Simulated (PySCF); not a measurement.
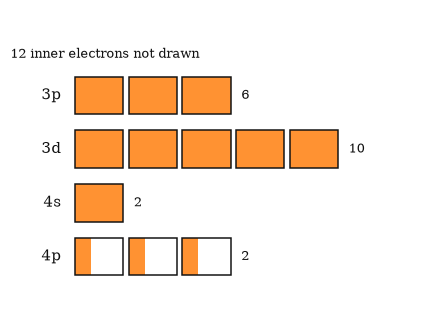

Figure 1. The outer shells of the nominal configuration: a box for each of the 2l + 1 orbitals, shaded by the share of the shell that is filled, with the electron count at the right.

**Run report: Ge, atomic calculation**

System: Ge, configuration 1s2 2s2 2p6 3s2 3p6 3d10 4s2 4p2, multiplicity 3.
Method: unrestricted CCSD(T), aug-cc-pVDZ-DK, spin-free X2C-1e, Gaussian nucleus (PySCF).

**What the run reported**

| quantity | value |
| --- | --- |
| outcome | converged |
| total energy | −2096.9660 hartree |
| CCSD correlation | −0.006317 hartree |
| CCSD energy | −2096.9660 hartree |
| T1 diagnostic | 0.000 |
| hardware | 1 thread of Arm Neoverse V2, 23 GiB of memory available, shared host |

**What is odd here**

One thing in this input was made odd on purpose: a valence shell is frozen. The program ran to the end. Its numbers are those of this setting; this run alone doesn't show how far the oddity moves them.

**The input**
```python
from pyscf import gto, scf, dft, mp, cc
import basis_set_exchange as bse
mol = gto.M(atom="Ge 0 0 0", charge=0, spin=2, symmetry="D2h",
            basis=gto.basis.parse(bse.get_basis("aug-cc-pVDZ-DK", elements=["Ge"], fmt="nwchem", header=False)),
            nucmod="G")
mf = scf.UHF(mol).sfx2c1e()
mf.irrep_nelec = {'Ag': (6, 6), 'B1g': (1, 1), 'B2g': (1, 1), 'B3g': (1, 1), 'B1u': (3, 2), 'B2u': (3, 2), 'B3u': (2, 2)}
mf.kernel()
mycc = cc.CCSD(mf, frozen=15).run()
mycc.ccsd_t()
```

The script is an equivalent of what the driver set up; the driver started from orbitals of its own, so the log can be shorter than this script's would be, and it computed the properties (radii, ⟨L²⟩, response) afterwards. It held the occupations shell by shell, which the script's counts by irreducible representation don't always enforce.

The run was one of a batch that the task file lists, launched with:
```bash
OMP_NUM_THREADS=1 python <driver script> TASK.json OUT
```

**Log (extracts)**
```
CC2 = 0
CCSD nocc = (np.int64(2), np.int64(0)), nmo = (21, 21)
frozen orbitals [[0, 1, 2, 3, 4, 5, 6, 7, 8, 9, 10, 11, 12, 13, 14], [0, 1, 2, 3, 4, 5, 6, 7, 8, 9, 10, 11, 12, 13, 14]]
max_cycle = 100
direct = 0
conv_tol = 1e-08
conv_tol_normt = 1e-06
diis_space = 8
diis_start_cycle = 0
Init t2, MP2 energy = -0.00417781467766594
Init E_corr(UCCSD) = -0.00417781467776583
cycle = 1  E_corr(UCCSD) = -0.00558276316653071  dE = -0.00140494849  norm(t1,t2) = 0.0194623
cycle = 2  E_corr(UCCSD) = -0.00606104063019778  dE = -0.000478277464  norm(t1,t2) = 0.00696397
cycle = 3  E_corr(UCCSD) = -0.00632006916900619  dE = -0.000259028539  norm(t1,t2) = 0.00254529
cycle = 4  E_corr(UCCSD) = -0.00631698073173485  dE = 3.08843727e-06  norm(t1,t2) = 0.000169424
cycle = 5  E_corr(UCCSD) = -0.00631733739926237  dE = -3.56667528e-07  norm(t1,t2) = 2.45999e-05
cycle = 6  E_corr(UCCSD) = -0.00631724185366717  dE = 9.55455952e-08  norm(t1,t2) = 2.03815e-06
cycle = 7  E_corr(UCCSD) = -0.00631728595312269  dE = -4.40994555e-08  norm(t1,t2) = 3.86693e-07
cycle = 8  E_corr(UCCSD) = -0.00631728148975788  dE = 4.46336481e-09  norm(t1,t2) = 8.31024e-08
UCCSD converged
E(UCCSD) = -2096.965958434549  E_corr = -0.006317281489757878
```

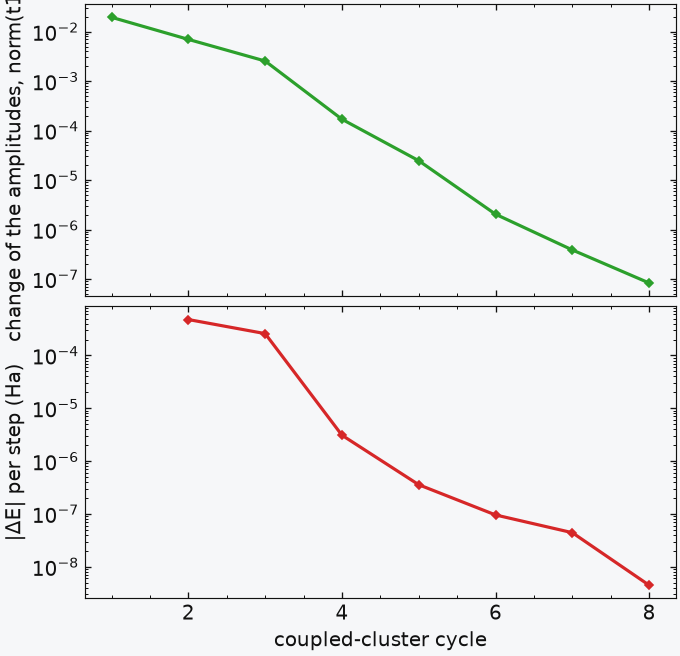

Figure 2. Convergence: change of the amplitudes, norm(t1,t2) and change of the energy from step to step (the smallest changes aren't drawn) against the coupled-cluster cycle. The residual falls at every step. It goes from 0.019 to 8.3×10⁻⁸ in 8 steps.
